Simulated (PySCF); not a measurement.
| atom | x (Å) | y (Å) | z (Å) |
| --- | --- | --- | --- |
| F | -0.0425 | 0.6414 | 3.7526 |
| Ga | 0.5502 | 0.4697 | 2.1079 |
| N | 0.6077 | -1.2113 | 1.4695 |
| N | 1.1120 | 1.9846 | 1.3165 |
| H | 0.1941 | -1.9830 | 1.9761 |
| H | 0.8066 | -1.4460 | 0.5067 |
| H | 0.9611 | 2.8893 | 1.7431 |
| H | 1.3561 | 2.0569 | 0.3383 |

Geometry: PBE0-D4/def2-SVP.

All numbers below come from PySCF, Gaussian-basis quantum chemistry of an isolated molecule with PySCF, energy and nuclear gradient, functional PBE0.

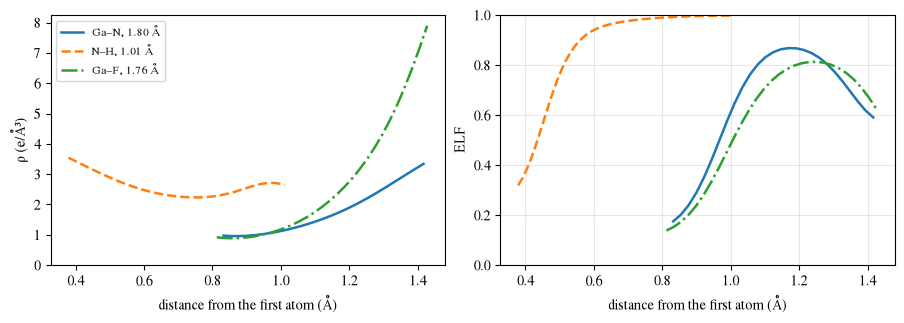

FGaH4N2 (SMILES [NH2][Ga]([NH2])[F]). Total electron density and electron localisation function along straight lines between neighbouring atoms. The curves leave out the atomic cores.

**Compare the contacts.**

Ga–N (1.80 Å): ρ at the midpoint is about 0.97 e/Å³; the ELF peaks at about 0.85 in the valence shell of N, 0.6 Å from its nucleus, and is about 0.30 at the midpoint.
N–H (1.01 Å): the density is about 2.9 e/Å³ at the midpoint; the ELF climbs to about 1 towards the hydrogen, as it does in any bond to H: an ordinary covalent bond to hydrogen.
Ga–F (1.76 Å): the density is about 0.89 e/Å³ at the midpoint; the ELF peaks at about 0.80 in the valence shell of F, 0.5 Å from its nucleus, and is about 0.20 at the midpoint.
